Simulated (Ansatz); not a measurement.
Band structure of LaMg6Zr (Amm2, 8 atoms in the cell).

```yaml
crystal:
  lattice:
    - [5.21467, 0.00000, 0.00000]
    - [0.00000, 3.22094, 5.79811]
    - [0.00000, -3.22094, 5.79811]
  atoms:
    - { symbol: La, position: [0.50000, 0.66691, 0.66691] }
    - { symbol: Mg, position: [0.50000, 0.66800, 0.16730] }
    - { symbol: Mg, position: [0.50000, 0.16730, 0.66800] }
    - { symbol: Mg, position: [0.00000, 0.84418, 0.32100] }
    - { symbol: Mg, position: [0.00000, 0.32100, 0.84418] }
    - { symbol: Mg, position: [0.00000, 0.33015, 0.33015] }
    - { symbol: Mg, position: [0.00000, 0.84009, 0.84009] }
    - { symbol: Zr, position: [0.50000, 0.16236, 0.16236] }
```

Level of theory: PBEsol, PAW files made with PBE (plane waves; Ansatz, an electronic-structure program).

Settings: kpoints.mp_grid.grid = 3 3 3; hamiltonian.xc = pbesol; hamiltonian.pseudopotentials = {kind: paw} (the program's default PAW files); scf.occupations.method = gaussian; scf.occupations.width = 0.2 eV; kpoints.band_path.npoints = 8.

The starting cell comes from a database of computed structures (which also holds hypothetical and non-ambient phases and stackings), without a prior relaxation at this level. Its lattice was rescaled by a random factor within 2.5 % of one.

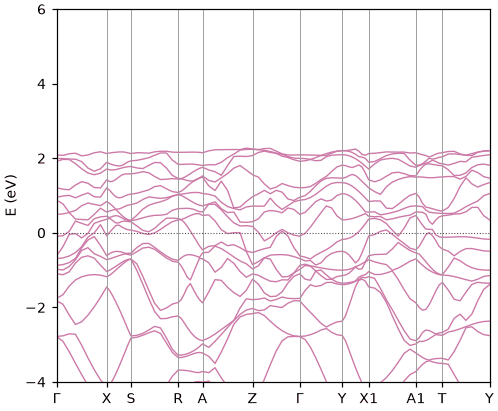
Figure. Bands along the path, energies from the Fermi level.

Levels in eV from the Fermi level, bands 38 to 45:
| point | 38 | 39 | 40 | 41 | 42 | 43 | 44 | 45 |
|---|---|---|---|---|---|---|---|---|
| Γ | -1.10 | -0.98 | -0.87 | -0.69 | -0.62 | -0.09 | 0.49 | 0.87 |
| X | -1.04 | -0.72 | -0.62 | -0.08 | 0.37 | 0.44 | 0.56 | 0.84 |
| S | -0.70 | -0.60 | -0.55 | 0.07 | 0.29 | 0.33 | 0.34 | 0.76 |
| R | -1.87 | -0.79 | -0.74 | 0.35 | 0.38 | 0.65 | 1.03 | 1.03 |
| A | -1.88 | -0.70 | -0.54 | -0.46 | 0.47 | 0.56 | 0.72 | 1.06 |
| Z | -1.24 | -1.10 | -0.97 | -0.85 | -0.53 | 0.17 | 0.30 | 0.72 |
| Y | -1.35 | -1.15 | -1.00 | -0.50 | -0.18 | 0.35 | 1.05 | 1.35 |
| X1 | -1.04 | -0.72 | -0.62 | -0.08 | 0.37 | 0.44 | 0.56 | 0.84 |
| A1 | -1.88 | -0.70 | -0.54 | -0.46 | 0.47 | 0.56 | 0.72 | 1.06 |
| T | -1.33 | -1.13 | -1.12 | -0.44 | -0.12 | 0.46 | 0.52 | 0.58 |

Bands cross the Fermi level along this path, so the cell is metallic at this level.

Keys are those of Ansatz 0.2.
